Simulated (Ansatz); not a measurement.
## Electronic structure of CH5ClOSSi (SMILES OC(Cl)[SiH2]S) in real space

Input

```
crystal:
  periodic: [false, false, false]
  atoms:
    - {symbol: O, position_ang: [0.505737, 0.714493, 1.626270]}
    - {symbol: C, position_ang: [0.634727, -0.380332, 0.811128]}
    - {symbol: Cl, position_ang: [2.158972, -0.293971, -0.213299]}
    - {symbol: Si, position_ang: [-0.789516, -0.565941, -0.436531]}
    - {symbol: S, position_ang: [-1.031669, 1.370421, -1.304315]}
    - {symbol: H, position_ang: [0.177135, 1.454358, 1.094287]}
    - {symbol: H, position_ang: [0.792652, -1.253543, 1.443730]}
    - {symbol: H, position_ang: [-0.491433, -1.624725, -1.426924]}
    - {symbol: H, position_ang: [-2.065007, -0.829443, 0.274948]}
    - {symbol: H, position_ang: [0.191603, 1.357585, -1.866291]}
basis:
  gaussian: {orbitals: def2-TZVPP}
hamiltonian: {xc: pbe0, dispersion: d4}
output: {orbitals: {seedname: orbitals}}
```

Run with:

```sh
ansatz run in.yaml --threads 4 --pin off --events-out ev --progress --plain --max-ram 10444MiB
```

Geometry: PBE0-D4/def2-TZVP.

Method: RKS PBE0-D4/def2-TZVPP in Ansatz 0.2.0.

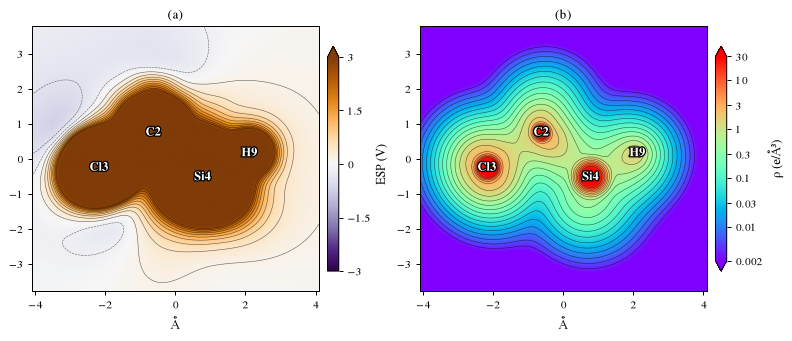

Figure 1. (a) electrostatic potential; (b) total electron density on the plane of atoms Cl3, C2 and Si4.

> Describe what can be read from this map.

The plane passes through C, Cl, Si and H nuclei.
C–Cl (1.84 Å): ρ at the midpoint is about 1.2 e/Å³.
C–Si (1.90 Å): ρ is about 0.97 e/Å³ halfway.
Outside the dense part of the molecule the potential is most negative (−0.7 V) near Cl3.

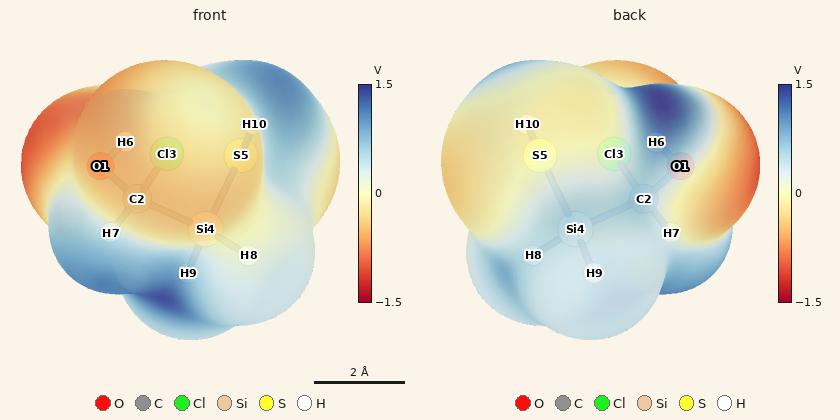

Figure 2. The molecular electrostatic potential painted on the density surface at 0.001 e/bohr³, seen from the front and from behind; red is negative and blue positive.

> Which sites attract a positive test charge, and which a negative one?

A positive charge is drawn to the negative regions and a negative charge to the positive ones. The most negative region (about −1.0 V) lies over O1, the most positive (about +1.4 V) over Si4 and H6.

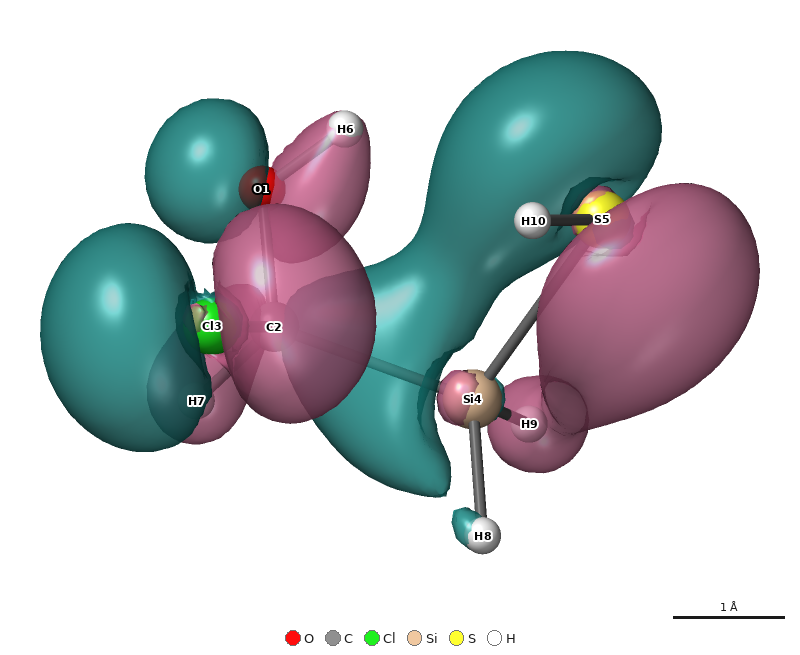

Figure 3. The HOMO−1 at ±0.1 Å⁻³ᐟ² (teal and pink are the two phases), seen at a tilt.

> What is the character of this orbital?

It lies mainly on S5 (about 35 %), Cl3 (about 30 %), Si4 (about 10 %), O1 (about 10 %) and C2 (about 5 %); largely a combination of lone pairs on S5, Cl3 and O1. Its energy is −8.32 eV.
